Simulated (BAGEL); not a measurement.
**C2H9NSi (SMILES CN(C)[SiH3]), step by step**

Aim: a series of 15 runs (B3LYP/def2-SV(P), RI-MP2/def2-SV(P)) of C2H9NSi. 

Program for the calculation: BAGEL 1.2.2.

1 further run of the same task is left out (set aside as unsound or not needed).

**1. Starting point**

The species is C2H9NSi (13 atoms), meant as a singlet with charge 0. As SMILES, `CN(C)[SiH3]`. One bond was lengthened or shortened from a relaxed shape.

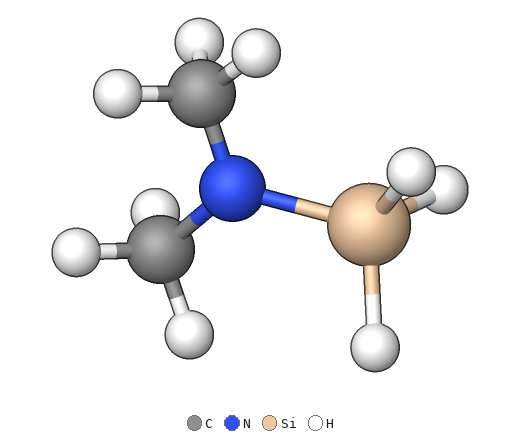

The structure, seen from a chosen angle (carbon grey, nitrogen blue, silicon light orange, hydrogen white).

**2. A single-point energy at B3LYP/def2-SV(P) (density fitting with svp-jkfit) (run 1)**

Contents of input.json:

```json
{ "bagel": [

{
  "title": "molecule",
  "basis": "def2-sv_p_.json",
  "df_basis": "svp-jkfit",
  "angstrom": true,
  "geometry": [
    { "atom": "C", "xyz": [      -0.655142,       1.122816,      -0.518376 ] },
    { "atom": "N", "xyz": [       0.133958,       0.172716,       0.225924 ] },
    { "atom": "C", "xyz": [       1.257300,       0.576800,       0.503700 ] },
    { "atom": "Si", "xyz": [      -0.206142,      -1.509084,       0.150924 ] },
    { "atom": "H", "xyz": [      -0.217842,       1.363816,      -1.499476 ] },
    { "atom": "H", "xyz": [      -0.749242,       2.062816,       0.039624 ] },
    { "atom": "H", "xyz": [      -1.662442,       0.735016,      -0.686376 ] },
    { "atom": "H", "xyz": [       1.197400,       1.509100,       1.079000 ] },
    { "atom": "H", "xyz": [       1.870100,       0.778300,      -0.388400 ] },
    { "atom": "H", "xyz": [       1.787100,      -0.156700,       1.115700 ] },
    { "atom": "H", "xyz": [       0.266958,      -2.203984,      -1.088076 ] },
    { "atom": "H", "xyz": [      -1.681442,      -1.680984,       0.216024 ] },
    { "atom": "H", "xyz": [       0.463858,      -2.163384,       1.305724 ] }
  ]
},

{ "title": "ks", "xc_func": "b3lyp" },

{ "title": "print", "file": "orbitals.molden", "orbitals": true }

]}
```

The basis set def2-SV(P) is read from a file made from the Basis Set Exchange's data (not shown).

Run with:

```bash
$ BAGEL_NUM_THREADS=1 BAGEL input.json > input.out
```

Log:

```text
* using 1 threads per process

  ===============================================================
  ===============================================================

  *** Geometry ***

  { "atom" : "C", "xyz" : [     -1.238039,      2.121815,     -0.979589 ] },
  { "atom" : "N", "xyz" : [      0.253144,      0.326386,      0.426934 ] },
  { "atom" : "C", "xyz" : [      2.375953,      1.089994,      0.951855 ] },
  { "atom" : "Si", "xyz" : [     -0.389552,     -2.851755,      0.285205 ] },
  { "atom" : "H", "xyz" : [     -0.411662,      2.577239,     -2.833599 ] },
  { "atom" : "H", "xyz" : [     -1.415862,      3.898157,      0.074879 ] },
  { "atom" : "H", "xyz" : [     -3.141560,      1.388979,     -1.297063 ] },
  { "atom" : "H", "xyz" : [      2.262758,      2.851786,      2.039014 ] },
  { "atom" : "H", "xyz" : [      3.533977,      1.470774,     -0.733970 ] },
  { "atom" : "H", "xyz" : [      3.377130,     -0.296120,      2.108367 ] },
  { "atom" : "H", "xyz" : [      0.504478,     -4.164926,     -2.056166 ] },
  { "atom" : "H", "xyz" : [     -3.177465,     -3.176599,      0.408226 ] },
  { "atom" : "H", "xyz" : [      0.876565,     -4.088203,      2.467461 ] },

  Number of auxiliary basis functions:      517

  Since a DF basis is specified, we compute 2- and 3-index integrals:
    o Being stored without compression. Storage requirement is 0.025 GB

  Number of basis functions:       78
  Number of electrons      :       42

    * METHOD: MOLECULE                             0.28

  *** Kohn-Sham DFT ***

    * Removing 25727 points whose weight is below 1.00e-10
    * Grid points: 168051

  === Nuclear Repulsion ===
   186.7249014655

       - DIIS with orbital gradients will be used.

  === KS iteration (b3lyp / def2-sv_p_.json) ===
      0       -380.08486649          0.23322037           0.55
      1       -395.87156446          0.12239091           0.52
      2       -380.40150447          0.23342142           0.52
      3       -407.53474511          0.15286896           0.52
      4       -421.44654469          0.10354917           0.52
      5       -416.07887019          0.12132212           0.52
      6       -419.52078837          0.10587826           0.52
      7       -409.20281421          0.16308457           0.52
      8       -425.55763173          0.01262239           0.52
      9       -425.59177831          0.00924020           0.52
     10       -425.63206122          0.00116653           0.52
     11       -425.63254172          0.00037662           0.52
     12       -425.63259135          0.00012532           0.52
     13       -425.63259944          0.00002811           0.52
     14       -425.63259979          0.00000830           0.52
     15       -425.63259981          0.00000260           0.52
     16       -425.63259982          0.00000047           0.52
     17       -425.63259982          0.00000029           0.52
     18       -425.63259982          0.00000006           0.52
     19       -425.63259982          0.00000003           0.52
     20       -425.63259982          0.00000001           0.51
    * SCF iteration converged.

    * Permanent dipole moment:
           (    0.117063,    -0.218969,     0.096330) a.u.

    * METHOD: KS                                  12.06

    * METHOD: PRINT                                0.01

  ===============================================================
```

Wall time 13 s (1 thread of Arm Neoverse V1, shared host); peak memory 0.6 GiB.

**3. Bond 3-2 at 1.442 A: a single-point energy at RI-MP2/def2-SV(P) (density fitting with svp-jkfit) (run 2)**

Contents of input.json:

```json
{ "bagel": [

{
  "title": "molecule",
  "basis": "def2-sv_p_.json",
  "df_basis": "svp-jkfit",
  "angstrom": true,
  "geometry": [
    { "atom": "C", "xyz": [   -0.853379,    1.051508,   -0.567395 ] },
    { "atom": "N", "xyz": [   -0.064279,    0.101408,    0.176905 ] },
    { "atom": "C", "xyz": [    1.257300,    0.576800,    0.503700 ] },
    { "atom": "Si", "xyz": [   -0.404379,   -1.580392,    0.101905 ] },
    { "atom": "H", "xyz": [   -0.416079,    1.292508,   -1.548495 ] },
    { "atom": "H", "xyz": [   -0.947479,    1.991508,   -0.009395 ] },
    { "atom": "H", "xyz": [   -1.860679,    0.663708,   -0.735395 ] },
    { "atom": "H", "xyz": [    1.197400,    1.509100,    1.079000 ] },
    { "atom": "H", "xyz": [    1.870100,    0.778300,   -0.388400 ] },
    { "atom": "H", "xyz": [    1.787100,   -0.156700,    1.115700 ] },
    { "atom": "H", "xyz": [    0.068721,   -2.275292,   -1.137095 ] },
    { "atom": "H", "xyz": [   -1.879679,   -1.752292,    0.167005 ] },
    { "atom": "H", "xyz": [    0.265621,   -2.234692,    1.256705 ] }
  ]
},
{
  "title": "hf"
},
{
  "title": "mp2",
  "ncore": 8
}

]}
```

The basis set def2-SV(P) is read from a file made from the Basis Set Exchange's data (not shown).

Run with:

```bash
$ BAGEL_NUM_THREADS=1 BAGEL input.json > input.out
```

Log:

```text
* using 1 threads per process

  ===============================================================
  ===============================================================

  *** Geometry ***

  { "atom" : "C", "xyz" : [     -1.612653,      1.987062,     -1.072221 ] },
  { "atom" : "N", "xyz" : [     -0.121470,      0.191633,      0.334302 ] },
  { "atom" : "C", "xyz" : [      2.375953,      1.089994,      0.951855 ] },
  { "atom" : "Si", "xyz" : [     -0.764166,     -2.986508,      0.192573 ] },
  { "atom" : "H", "xyz" : [     -0.786275,      2.442486,     -2.926231 ] },
  { "atom" : "H", "xyz" : [     -1.790476,      3.763405,     -0.017754 ] },
  { "atom" : "H", "xyz" : [     -3.516174,      1.254226,     -1.389695 ] },
  { "atom" : "H", "xyz" : [      2.262758,      2.851786,      2.039014 ] },
  { "atom" : "H", "xyz" : [      3.533977,      1.470774,     -0.733970 ] },
  { "atom" : "H", "xyz" : [      3.377130,     -0.296120,      2.108367 ] },
  { "atom" : "H", "xyz" : [      0.129864,     -4.299679,     -2.148798 ] },
  { "atom" : "H", "xyz" : [     -3.552079,     -3.311352,      0.315594 ] },
  { "atom" : "H", "xyz" : [      0.501951,     -4.222956,      2.374828 ] },

  Number of auxiliary basis functions:      517

  Since a DF basis is specified, we compute 2- and 3-index integrals:
    o Being stored without compression. Storage requirement is 0.025 GB

  Number of basis functions:       78
  Number of electrons      :       42

    * METHOD: MOLECULE                             0.28

  *** RHF ***

  === Nuclear Repulsion ===
   180.6358776007

      * DIIS with orbital gradients will be used.

  === RHF iteration (def2-sv_p_.json) ===
      0       -423.99043483          0.01550779           0.08
      1       -424.11163853          0.00842017           0.08
      2       -424.14257557          0.00178543           0.08
      3       -424.14456050          0.00039761           0.08
      4       -424.14464396          0.00007015           0.08
      5       -424.14464789          0.00001339           0.08
      6       -424.14464811          0.00000353           0.08
      7       -424.14464813          0.00000130           0.08
      8       -424.14464813          0.00000023           0.08
      9       -424.14464813          0.00000008           0.08
     10       -424.14464813          0.00000002           0.08
     11       -424.14464813          0.00000001           0.08
    * SCF iteration converged.

    * Permanent dipole moment:
           (   -0.128749,    -0.365508,     0.091989) a.u.

    * METHOD: HF                                   1.16

  *** RHF ***

  === Nuclear Repulsion ===
   180.6358776007

      * DIIS with orbital gradients will be used.

  === RHF iteration (def2-sv_p_.json) ===
      0       -424.14464813          0.00000000           0.08
    * SCF iteration converged.

    * Permanent dipole moment:
           (   -0.128749,    -0.365508,     0.091989) a.u.

  === DF-MP2 calculation ===

    * freezing 8 orbitals
    * 3-index integral transformation done
    * assembly done

      MP2 correlation energy:   -0.4954612266      0.05

      MP2 total energy:       -424.6401093605

    * METHOD: MP2                                  0.23

  ===============================================================
```

Wall time 1.8 s (1 thread of Arm Neoverse V1, shared host); peak memory 0.15 GiB.

Runs 3 to 14 aren't shown in full; the table further down has their settings and results.

**4. Bond 3-2 at 4.038 A: the energy at B3LYP/def2-SV(P) (density fitting with svp-jkfit) (run 15)**

Contents of calc.json:

```json
{ "bagel" : [

{
  "title" : "molecule",
  "basis" : "def2-sv_p_.json",
  "df_basis" : "svp-jkfit",
  "angstrom" : true,
  "geometry" : [
    { "atom" : "C", "xyz" : [   -3.232313,    0.195768,   -1.155648 ] },
    { "atom" : "N", "xyz" : [   -2.443213,   -0.754332,   -0.411348 ] },
    { "atom" : "C", "xyz" : [    1.257300,    0.576800,    0.503700 ] },
    { "atom" : "Si", "xyz" : [   -2.783313,   -2.436132,   -0.486348 ] },
    { "atom" : "H", "xyz" : [   -2.795013,    0.436768,   -2.136748 ] },
    { "atom" : "H", "xyz" : [   -3.326413,    1.135768,   -0.597648 ] },
    { "atom" : "H", "xyz" : [   -4.239613,   -0.192032,   -1.323648 ] },
    { "atom" : "H", "xyz" : [    1.197400,    1.509100,    1.079000 ] },
    { "atom" : "H", "xyz" : [    1.870100,    0.778300,   -0.388400 ] },
    { "atom" : "H", "xyz" : [    1.787100,   -0.156700,    1.115700 ] },
    { "atom" : "H", "xyz" : [   -2.310213,   -3.131032,   -1.725348 ] },
    { "atom" : "H", "xyz" : [   -4.258613,   -2.608032,   -0.421248 ] },
    { "atom" : "H", "xyz" : [   -2.113313,   -3.090432,    0.668452 ] }
  ]
},
{ "title" : "ks", "xc_func" : "b3lyp" },
{ "title" : "print", "file" : "orbitals.molden", "orbitals" : true }

]}
```

The basis set def2-SV(P) is read from a file made from the Basis Set Exchange's data (not shown).

Run with:

```bash
$ BAGEL_NUM_THREADS=1 BAGEL calc.json > calc.out
```

Log:

```text
* using 1 threads per process

  ===============================================================
  ===============================================================

  *** Geometry ***

  { "atom" : "C", "xyz" : [     -6.108186,      0.369948,     -2.183858 ] },
  { "atom" : "N", "xyz" : [     -4.617003,     -1.425481,     -0.777335 ] },
  { "atom" : "C", "xyz" : [      2.375953,      1.089994,      0.951855 ] },
  { "atom" : "Si", "xyz" : [     -5.259699,     -4.603622,     -0.919065 ] },
  { "atom" : "H", "xyz" : [     -5.281809,      0.825372,     -4.037869 ] },
  { "atom" : "H", "xyz" : [     -6.286010,      2.146290,     -1.129391 ] },
  { "atom" : "H", "xyz" : [     -8.011707,     -0.362888,     -2.501332 ] },
  { "atom" : "H", "xyz" : [      2.262758,      2.851786,      2.039014 ] },
  { "atom" : "H", "xyz" : [      3.533977,      1.470774,     -0.733970 ] },
  { "atom" : "H", "xyz" : [      3.377130,     -0.296120,      2.108367 ] },
  { "atom" : "H", "xyz" : [     -4.365670,     -5.916793,     -3.260435 ] },
  { "atom" : "H", "xyz" : [     -8.047612,     -4.928466,     -0.796043 ] },
  { "atom" : "H", "xyz" : [     -3.993583,     -5.840070,      1.263191 ] },

  Number of auxiliary basis functions:      517

  Since a DF basis is specified, we compute 2- and 3-index integrals:
    o Being stored without compression. Storage requirement is 0.025 GB

  Number of basis functions:       78
  Number of electrons      :       42

    * METHOD: MOLECULE                             0.28

  *** Kohn-Sham DFT ***

    * Removing 21474 points whose weight is below 1.00e-10
    * Grid points: 172304

  === Nuclear Repulsion ===
   148.4731294433

       - DIIS with orbital gradients will be used.

  === KS iteration (b3lyp / def2-sv_p_.json) ===
      0       -374.02587020          0.17753189           0.60
      1       -203.38800981          0.12295131           0.57
      2       -340.72432992          0.14031891           0.57
      3       -400.03712445          0.08781635           0.56
      4       -407.12265775          0.05346518           0.57
      5       -386.18651231          0.08872443           0.58
      6       -423.65282468          0.04213353           0.58
      7       -423.40239204          0.04940452           0.57
      8       -424.63723093          0.02875027           0.58
      9       -424.99038759          0.01799604           0.58
     10       -421.12244627          0.05000360           0.58
     11       -425.08084972          0.01833247           0.59
     12       -425.30854269          0.01089890           0.58
     13       -425.08206685          0.01786369           0.58
     14       -425.44006238          0.00549305           0.58
     15       -425.32136544          0.01244544           0.58
     16       -425.45882851          0.00142473           0.57
     17       -425.45892332          0.00142167           0.57
     18       -425.45800317          0.00178723           0.58
     19       -425.45497862          0.00285461           0.58
     20       -425.45971230          0.00059283           0.60
     21       -425.45991627          0.00014488           0.59
     22       -425.45993032          0.00004562           0.59
     23       -425.45993240          0.00000575           0.60
     24       -425.45993209          0.00002302           0.60
     25       -425.45993242          0.00000335           0.58
     26       -425.45993238          0.00000923           0.58
     27       -425.45993243          0.00000076           0.58
     28       -425.45993243          0.00000058           0.58
     29       -425.45993243          0.00000013           0.58
     30       -425.45993243          0.00000001           0.61
    * SCF iteration converged.

    * Permanent dipole moment:
           (   -0.321592,    -0.477928,     0.250646) a.u.

    * METHOD: KS                                  19.23

    * METHOD: PRINT                                0.01

  ===============================================================
```

Wall time 20 s (1 thread of Arm Neoverse V1, shared host); peak memory 0.61 GiB.

**5. All runs side by side**

```tsv
run	level	frozen core orbitals	partner	energy (Eh)	dipole moment (D)	HOMO energy (eV)	LUMO energy (eV)	wall time
1	B3LYP/def2-SV(P) (density fitting with svp-jkfit)	–	bond 3-2 at 1.226 A	-425.632600	0.68	-5.94	0.75	13 s
2	RI-MP2/def2-SV(P) (density fitting with svp-jkfit)	8	bond 3-2 at 1.442 A	-424.640109	–	–	–	1.8 s
3	B3LYP/def2-SV(P) (density fitting with svp-jkfit)	–	bond 3-2 at 1.442 A	-425.683245	0.99	-6.07	0.86	14 s
4	RI-MP2/def2-SV(P) (density fitting with svp-jkfit)	8	bond 3-2 at 1.658 A	-424.620476	–	–	–	1.9 s
5	B3LYP/def2-SV(P) (density fitting with svp-jkfit)	–	bond 3-2 at 1.658 A	-425.665368	1.41	-6.04	0.89	13 s
6	RI-MP2/def2-SV(P) (density fitting with svp-jkfit)	8	bond 3-2 at 1.947 A	-424.568112	–	–	–	2 s
7	B3LYP/def2-SV(P) (density fitting with svp-jkfit)	–	bond 3-2 at 1.947 A	-425.616575	1.81	-5.93	-0.64	14 s
8	RI-MP2/def2-SV(P) (density fitting with svp-jkfit)	8	bond 3-2 at 2.307 A	-424.507438	–	–	–	2.1 s
9	B3LYP/def2-SV(P) (density fitting with svp-jkfit)	–	bond 3-2 at 2.307 A	-425.559252	2.09	-5.83	-2.61	13 s
10	RI-MP2/def2-SV(P) (density fitting with svp-jkfit)	8	bond 3-2 at 2.740 A	-424.458761	–	–	–	2.3 s
11	B3LYP/def2-SV(P) (density fitting with svp-jkfit)	–	bond 3-2 at 2.740 A	-425.510905	2.14	-5.79	-3.84	14 s
12	RI-MP2/def2-SV(P) (density fitting with svp-jkfit)	8	bond 3-2 at 3.317 A	-424.435058	–	–	–	2.5 s
13	B3LYP/def2-SV(P) (density fitting with svp-jkfit)	–	bond 3-2 at 3.317 A	-425.476599	1.81	-5.76	-4.49	18 s
14	RI-MP2/def2-SV(P) (density fitting with svp-jkfit)	8	bond 3-2 at 4.038 A	-424.456927	–	–	–	2.6 s
15	B3LYP/def2-SV(P) (density fitting with svp-jkfit)	–	bond 3-2 at 4.038 A	-425.459932	1.60	-5.64	-4.78	20 s
```

**6. Results**

| quantity | value |
| --- | --- |
| bond 3-2 at 4.038 A, run 15: total energy | -425.45993 Eh |
| bond 3-2 at 4.038 A, run 15: dipole moment | 1.60 D |
| bond 3-2 at 4.038 A, run 15: HOMO energy | -5.64 eV |
| bond 3-2 at 4.038 A, run 15: LUMO energy | -4.78 eV |
| bond 3-2 at 4.038 A, run 15: HOMO–LUMO gap | 0.86 eV |

In runs 10, 11, 12, 13, 14, 15 a closed-shell determinant meets a far-stretched bond, which it describes badly. All runs together took 2.3 min, the longest 20 s.
